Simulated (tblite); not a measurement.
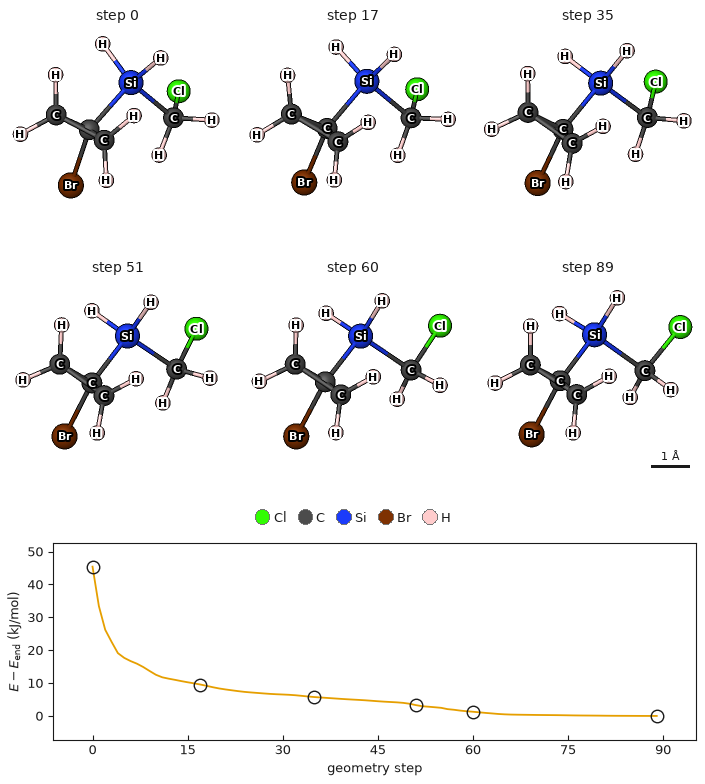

Frames of a relaxation of C$_{4}$H$_{8}$BrClSi, marked on the history of the run. A ball-and-stick model, seen from a free direction.

All numbers below come from tblite 0.8.0, GFN2-xTB geometry optimisation, gas phase. 

Q: What happens along the run?

A: Over 89 geometry steps the energy falls by 45.4 kJ/mol. The Cl atom moves most after the best rigid fit: 1.15 Å. Largest moves by element: Cl 1.15 Å, H 0.77 Å, Si 0.28 Å, Br 0.28 Å, C 0.17 Å. Among the contacts that change: C–Si 1.856 → 1.907 Å, C–H 1.127 → 1.080 Å, C–C 1.531 → 1.498 Å, Br–C 1.925 → 1.955 Å. Bond angles that change, for instance: Si–C–C 111.7° → 123.3°, C–C–H 111.5° → 118.5°, H–Si–H 107.0° → 113.4°. Groups turn about C–Si by about 50°. From step 0 to 17: an H atom moves most (0.24 Å), energy −35.9 kJ/mol. From step 17 to 35: an H atom moves most (0.32 Å), energy −3.82 kJ/mol. From step 35 to 51: the Cl atom moves most (0.36 Å), energy −2.45 kJ/mol. From step 51 to 60: the Cl atom moves most (0.34 Å), energy −2.02 kJ/mol. From step 60 to 89: the Cl atom moves most (0.21 Å), energy −1.28 kJ/mol.

```tsv
step	E − E(0), kJ/mol
0	0.00
1	-11.99
2	-19.20
3	-22.86
4	-26.31
5	-27.75
6	-28.72
7	-29.52
8	-30.54
9	-31.74
10	-32.89
14	-34.82
18	-36.26
22	-37.62
27	-38.57
31	-38.98
35	-39.67
39	-40.20
43	-40.66
47	-41.18
52	-42.46
56	-43.35
60	-44.14
64	-44.82
68	-45.06
72	-45.16
77	-45.28
81	-45.35
85	-45.39
89	-45.42
```
